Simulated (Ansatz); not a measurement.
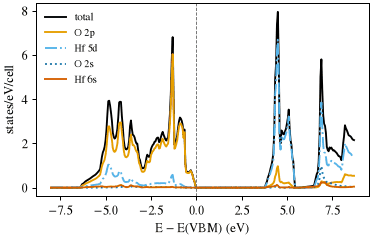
Figure. Total and projected density of states of HfO2 (fluorite, Fm-3m), PBE in the plane-wave PAW code Ansatz

Task: Which orbitals carry the states next to the gap?

Result: Top 1 eV of the valence band: O 2p 94 %. Bottom 1 eV of the conduction band: Hf 5d 84 %, O 2p 12 %. Projections are on Löwdin-orthogonalised atomic valence shells; empty p or d shells of many metals are not among them.

Task: Where is the tallest occupied peak in this window, and what makes it?

Result: Near -1.3 eV, about 6.8 states/eV per cell; the largest projected share is O 2p.

This is a known high-temperature phase of the composition, computed here at zero pressure and temperature. The cell was relaxed with PBE under the symmetry of its start; its stability against distortions is not shown here. The run is not spin-polarised. Spin–orbit coupling is left out wherever it is not named.

Potentials: the later of the program's two PAW sets.
